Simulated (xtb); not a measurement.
# Energy and gradient calculation, with input and output: AlPH₃F₃

- system: AlPH₃F₃
- method: GFN2-xTB (xtb 6.7.1)

A bond length was changed on purpose from its optimised value.

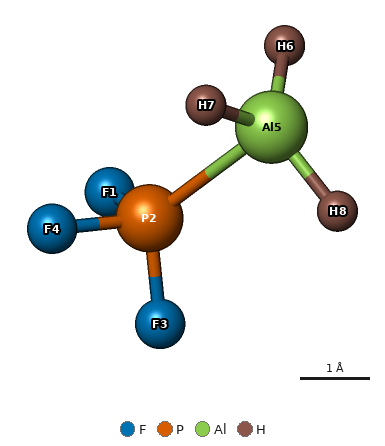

**Figure 1.** The input geometry (ball-and-stick view, seen at a tilt; atoms are numbered from 1 in the order of the input). Sticks mark near contacts. Bond lengths as drawn: Al–H 1.56 to 1.79 Å, Al–P 2.55 Å and F–P 1.58 Å.

Key numbers

| quantity | value |
| --- | --- |
| outcome | converged |
| electrons treated | 32 |
| total energy | −19.441868 hartree |
| dispersion energy | −0.005107 hartree |
| basis functions | 35 |
| largest force | 1.400 eV/Å |
| HOMO | −11.28 eV |
| LUMO | −7.50 eV |
| dipole moment | 0.44 D |
| hardware | 1 thread of Intel Xeon @ 2.50GHz (Skylake/Cascade Lake), 16 GiB of memory available, shared host |
| peak memory | 0.07 GiB |

Input (mol.xyz)
```
8

F      0.981076    -1.194398     1.558372
P      0.651696    -0.795158     0.061252
F      0.460616    -2.285478    -0.435818
F      2.163696    -0.698218    -0.386758
Al    -0.918064     1.090592    -0.622398
H     -1.339080     1.496900     1.073190
H      0.219166     1.878912    -1.346308
H     -1.834774     0.135932    -1.449428
```

Launched with:
```bash
xtb --gfn 2 --grad --chrg 0 -- mol.xyz > mol.out
```

The program's output
```
* xtb version 6.7.1
   ID    Z sym.   atoms
    1    9 F      1, 3, 4
    2   15 P      2
    3   13 Al     5
    4    1 H      6-8

           -------------------------------------------------
          |                Calculation Setup                |
           -------------------------------------------------

          program call               : xtb --gfn 2 --grad --chrg 0 -- mol.xyz
          coordinate file            : mol.xyz
          omp threads                :                     1

           -------------------------------------------------
          |                 G F N 2 - x T B                 |
           -------------------------------------------------

      * Hamiltonian:
        H0-scaling (s, p, d)           1.850000    2.230000    2.230000
        zeta-weighting                 0.500000
      * Dispersion:
        s8                             2.700000
        a1                             0.520000
        a2                             5.000000
        s9                             5.000000
      * Repulsion:
        kExp                           1.500000    1.000000
        rExp                           1.000000
      * Coulomb:
        alpha                          2.000000
        third order                    shell-resolved
        anisotropic                    true
        a3                             3.000000
        a5                             4.000000
        cn-shift                       1.200000
        cn-exp                         4.000000
        max-rad                        5.000000

          ...................................................
          :                      SETUP                      :
          :.................................................:
          :  # basis functions                  35          :
          :  # atomic orbitals                  33          :
          :  # shells                           15          :
          :  # electrons                        32          :
          :  max. iterations                   250          :
          :  Hamiltonian                  GFN2-xTB          :
          :  restarted?                      false          :
          :  GBSA solvation                  false          :
          :  PC potential                    false          :
          :  electronic temp.          300.0000000     K    :
          :  accuracy                    1.0000000          :
          :  -> integral cutoff          0.2500000E+02      :
          :  -> integral neglect         0.1000000E-07      :
          :  -> SCF convergence          0.1000000E-05 Eh   :
          :  -> wf. convergence          0.1000000E-03 e    :
          :  Broyden damping             0.4000000          :
          :  net charge                          0          :
          :  unpaired electrons                  0          :
          ...................................................

 iter      E             dE          RMSdq      gap      omega  full diag
   1    -19.3991085 -0.193991E+02  0.143E+01    4.44       0.0  T
   2    -19.4605179 -0.614093E-01  0.116E+01    4.53       1.0  T
   3    -19.4798651 -0.193472E-01  0.607E+00    4.15       1.0  T
   4    -19.4803491 -0.483935E-03  0.245E+00    3.62       1.0  T
   5    -19.4815869 -0.123781E-02  0.343E-01    3.55       1.0  T
   6    -19.4817039 -0.117082E-03  0.135E-01    3.73       1.0  T
   7    -19.4817097 -0.574989E-05  0.357E-02    3.77       1.0  T
   8    -19.4817115 -0.183979E-05  0.934E-03    3.79       3.8  T
   9    -19.4817115  0.753310E-08  0.780E-03    3.78       4.5  T
  10    -19.4817117 -0.130862E-06  0.207E-03    3.78      17.1  T
  11    -19.4817117 -0.124377E-07  0.425E-04    3.78      83.2  T
  12    -19.4817117  0.267804E-10  0.221E-04    3.78     160.2  T

   *** convergence criteria satisfied after 12 iterations ***

         #    Occupation            Energy/Eh            Energy/eV
      -------------------------------------------------------------
         1        2.0000           -0.9093219             -24.7439
       ...           ...                  ...                  ...
        10        2.0000           -0.5729477             -15.5907
        11        2.0000           -0.5719524             -15.5636
        12        2.0000           -0.5715367             -15.5523
        13        2.0000           -0.5418607             -14.7448
        14        2.0000           -0.4937357             -13.4352
        15        2.0000           -0.4277528             -11.6397
        16        2.0000           -0.4145312             -11.2800 (HOMO)
        17                         -0.2754952              -7.4966 (LUMO)
        18                         -0.2728889              -7.4257
        19                         -0.2248166              -6.1176
        20                         -0.2045562              -5.5663
        21                         -0.1935998              -5.2681
       ...                                ...                  ...
        33                          1.2755615              34.7098
      -------------------------------------------------------------
                  HL-Gap            0.1390360 Eh            3.7834 eV
             Fermi-level           -0.3450132 Eh           -9.3883 eV

 SCC (total)                   0 d,  0 h,  0 min,  0.012 sec
 SCC setup                      ...        0 min,  0.000 sec (  1.065%)
 Dispersion                     ...        0 min,  0.000 sec (  0.459%)
 classical contributions        ...        0 min,  0.000 sec (  0.188%)
 integral evaluation            ...        0 min,  0.001 sec ( 12.165%)
 iterations                     ...        0 min,  0.006 sec ( 54.254%)
 molecular gradient             ...        0 min,  0.004 sec ( 30.462%)
 printout                       ...        0 min,  0.000 sec (  1.248%)

         :::::::::::::::::::::::::::::::::::::::::::::::::::::
         ::                     SUMMARY                     ::
         :::::::::::::::::::::::::::::::::::::::::::::::::::::
         :: total energy             -19.441867956797 Eh    ::
         :: gradient norm              0.037469646122 Eh/a0 ::
         :: HOMO-LUMO gap              3.783363221492 eV    ::
         ::.................................................::
         :: SCC energy               -19.481707764822 Eh    ::
         :: -> isotropic ES            0.066355367106 Eh    ::
         :: -> anisotropic ES          0.015662665615 Eh    ::
         :: -> anisotropic XC         -0.013161417740 Eh    ::
         :: -> dispersion             -0.005107009897 Eh    ::
         :: repulsion energy           0.039839808025 Eh    ::
         :: add. restraining           0.000000000000 Eh    ::
         :: total charge              -0.000000000000 e     ::
         :::::::::::::::::::::::::::::::::::::::::::::::::::::

           -------------------------------------------------
          |                Property Printout                |
           -------------------------------------------------

    * Orbital Energies and Occupations

         #    Occupation            Energy/Eh            Energy/eV
      -------------------------------------------------------------
         1        2.0000           -0.9093219             -24.7439
       ...           ...                  ...                  ...
         4        2.0000           -0.6845938             -18.6287
         5        2.0000           -0.6334534             -17.2371
         6        2.0000           -0.6330971             -17.2274
         7        2.0000           -0.6199304             -16.8692
         8        2.0000           -0.5892569             -16.0345
         9        2.0000           -0.5892128             -16.0333
        10        2.0000           -0.5729477             -15.5907
        11        2.0000           -0.5719524             -15.5636
        12        2.0000           -0.5715367             -15.5523
        13        2.0000           -0.5418607             -14.7448
        14        2.0000           -0.4937357             -13.4352
        15        2.0000           -0.4277528             -11.6397
        16        2.0000           -0.4145312             -11.2800 (HOMO)
        17                         -0.2754952              -7.4966 (LUMO)
        18                         -0.2728889              -7.4257
        19                         -0.2248166              -6.1176
        20                         -0.2045562              -5.5663
        21                         -0.1935998              -5.2681
        22                         -0.0871640              -2.3719
        23                         -0.0795763              -2.1654
        24                         -0.0521767              -1.4198
        25                          0.0937592               2.5513
        26                          0.1459557               3.9717
        27                          0.1668227               4.5395
       ...                                ...                  ...
        33                          1.2755615              34.7098
      -------------------------------------------------------------
                  HL-Gap            0.1390360 Eh            3.7834 eV
             Fermi-level           -0.3450132 Eh           -9.3883 eV

     #   Z          covCN         q      C6AA      α(0)
     1   9 F        0.740    -0.154    10.773     3.876
     2  15 P        3.061     0.599   136.305    20.973
     3   9 F        0.740    -0.154    10.772     3.876
     4   9 F        0.740    -0.153    10.768     3.876
     5  13 Al       3.294     0.374    93.234    19.676
     6   1 H        0.698    -0.197    11.364     5.361
     7   1 H        0.878    -0.157     8.090     4.453
     8   1 H        0.878    -0.158     8.166     4.474

 Mol. C6AA /au·bohr⁶  :       1554.750349
 Mol. C8AA /au·bohr⁸  :      62079.385978
 Mol. α(0) /au        :         66.564428

Wiberg/Mayer (AO) data.
largest (>0.10) Wiberg bond orders for each atom

 ---------------------------------------------------------------------------
     #   Z sym  total        # sym  WBO       # sym  WBO       # sym  WBO
 ---------------------------------------------------------------------------
     1   9 F    1.336 --     2 P    1.234
     2  15 P    4.043 --     4 F    1.238     3 F    1.235     1 F    1.234
                             5 Al   0.273
     3   9 F    1.336 --     2 P    1.235
     4   9 F    1.337 --     2 P    1.238
     5  13 Al   2.978 --     8 H    0.891     7 H    0.889     6 H    0.875
                             2 P    0.273
     6   1 H    0.961 --     5 Al   0.875
     7   1 H    0.975 --     5 Al   0.889
     8   1 H    0.975 --     5 Al   0.891
 ---------------------------------------------------------------------------

Topologies differ in total number of bonds
Writing topology from bond orders to xtbtopo.mol

molecular dipole:
                 x           y           z       tot (Debye)
 q only:        0.027      -0.073      -0.152
   full:       -0.002      -0.026      -0.172       0.441
molecular quadrupole (traceless):
                xx          xy          yy          xz          yz          zz
 q only:       -0.091       1.384      -0.353       0.379      -0.431       0.444
  q+dip:       -0.265       1.660      -0.711       0.107      -0.133       0.976
   full:        0.330      -1.106       0.980       1.454      -1.730      -1.310

           -------------------------------------------------
          | TOTAL ENERGY              -19.441867956797 Eh   |
          | GRADIENT NORM               0.037469646122 Eh/α |
          | HOMO-LUMO GAP               3.783363221492 eV   |
           -------------------------------------------------

------------------------------------------------------------------------
------------------------------------------------------------------------
 total:
 *  cpu-time:     0 d,  0 h,  0 min,  0.024 sec
 * ratio c/w:     0.999 speedup
 SCF:
 *  cpu-time:     0 d,  0 h,  0 min,  0.012 sec
 * ratio c/w:     0.999 speedup
```

Standard error
```
normal termination of xtb
```
